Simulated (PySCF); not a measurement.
C4H16OSi3 (SMILES CC(C)O[SiH2]C([SiH3])[SiH3])

```xyz
24

C    -2.5056   -0.2431   -1.4077
C    -2.1991    0.1156    0.0427
C    -2.9323   -0.8053    1.0133
O    -0.8205   -0.0068    0.2786
Si    0.3416    1.1036    0.1180
C     1.9041    0.1442    0.5739
Si    2.0915   -1.4573   -0.4324
Si    3.4154    1.2797    0.4729
H    -2.1949   -1.2661   -1.6049
H    -3.5705   -0.1479   -1.6031
H    -1.9599    0.4195   -2.0743
H    -2.5030    1.1559    0.2270
H    -4.0064   -0.7335    0.8651
H    -2.6949   -0.5282    2.0372
H    -2.6151   -1.8323    0.8508
H     0.4048    1.6480   -1.2460
H     0.0810    2.2410    1.0140
H     1.8060   -0.1549    1.6210
H     0.9785   -2.3828   -0.2043
H     2.1714   -1.1477   -1.8639
H     3.3284   -2.1429   -0.0324
H     3.2192    2.4605    1.3189
H     3.6387    1.7291   -0.9017
H     4.6099    0.5713    0.9449
```

Geometry: GFN2-xTB.

Level of theory: PBE0/pcSseg-1, SCF density, gas phase, non-relativistic (PySCF).

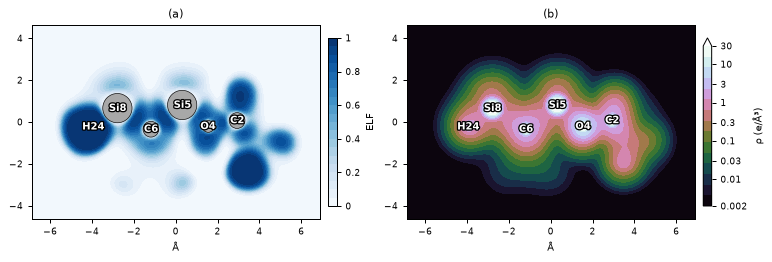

Figure 1. (a) electron localisation function; (b) electron density on the plane of atoms C2, O4 and Si5. Grey discs cover the atomic cores in the ELF map.

**What does the map show?**

- The plane passes through C, O, Si and H nuclei.
- C–O (1.40 Å): ρ is about 2 e/Å³ halfway, with its minimum of 1.7 e/Å³ about 0.5 Å from C; the ELF peaks at about 0.90 between the atoms, as expected for a polar covalent bond.
- Si–O (1.62 Å): the density is about 1.2 e/Å³ at the midpoint; the ELF peaks at about 0.85 between the atoms (a short, strongly polar bond).
- C–Si (1.89 Å): ρ at the midpoint is about 0.91 e/Å³; the ELF peaks at about 0.95 between the atoms (a covalent bond).
- Si–H (1.47 Å): ρ at the midpoint is about 0.8 e/Å³; the ELF climbs to about 1 towards the hydrogen, as it does in any bond to H.
- The ELF also peaks beside O4, away from the bonds: lone-pair regions.

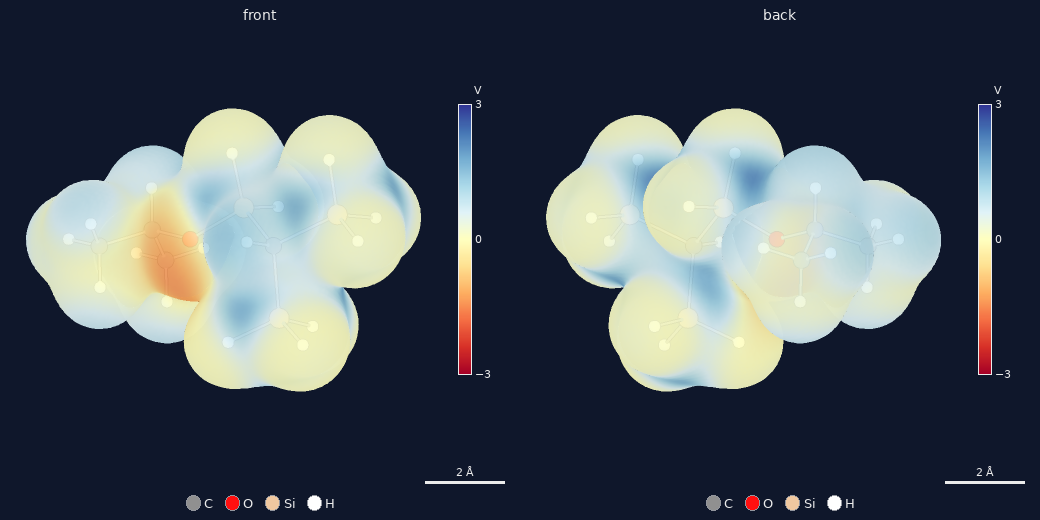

Figure 2. The molecular electrostatic potential painted on the density surface at 0.004 e/bohr³, seen from the front and from behind; the colour scale runs from red (negative) to blue (positive).

**Which sites attract a positive test charge, and which a negative one?**

A positive charge is drawn to the negative regions and a negative charge to the positive ones. The most negative region (about −1.3 V) lies over O4, the most positive (about +2.1 V) over Si5 and Si8. O4 is the likeliest acceptor of a hydrogen bond.
